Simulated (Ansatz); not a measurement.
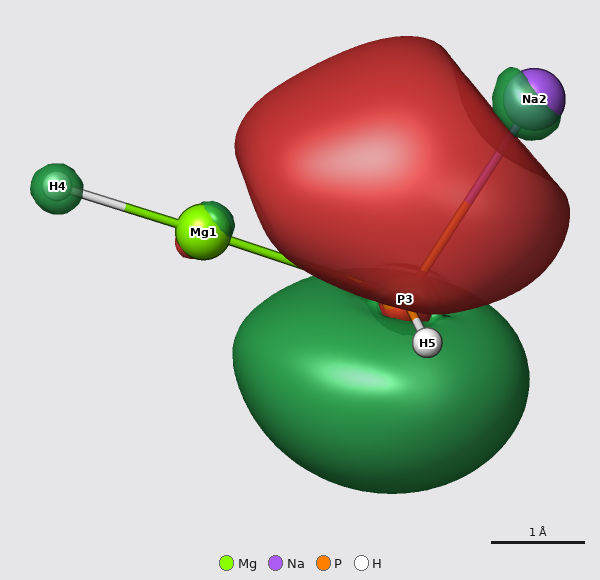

The picture shows: H₂MgNaP. The HOMO at ±0.08 Å⁻³ᐟ² (green and red are the two phases), seen across its widest extent.

Geometry: B3LYP-D3(BJ)/6-311G**.

Method: isolated molecule in a Gaussian basis; Kohn-Sham density functional theory, functional PBE0 (Ansatz).

```yaml
atoms:
  - { symbol: Mg, position_ang: [-0.7214, -1.0388, 0.8037] }
  - { symbol: Na, position_ang: [1.1276, 1.9855, -0.7181] }
  - { symbol: P, position_ang: [1.5331, -0.2294, 0.6248] }
  - { symbol: H, position_ang: [-2.3147, -1.6699, 0.9198] }
  - { symbol: H, position_ang: [1.3480, 0.4858, 1.8610] }
```

Describe this orbital and give its energy.

It lies mainly on P3 (about 70 %), Na2 (about 15 %) and Mg1 (about 10 %); largely a lone pair of P3. Its energy is −5.03 eV.
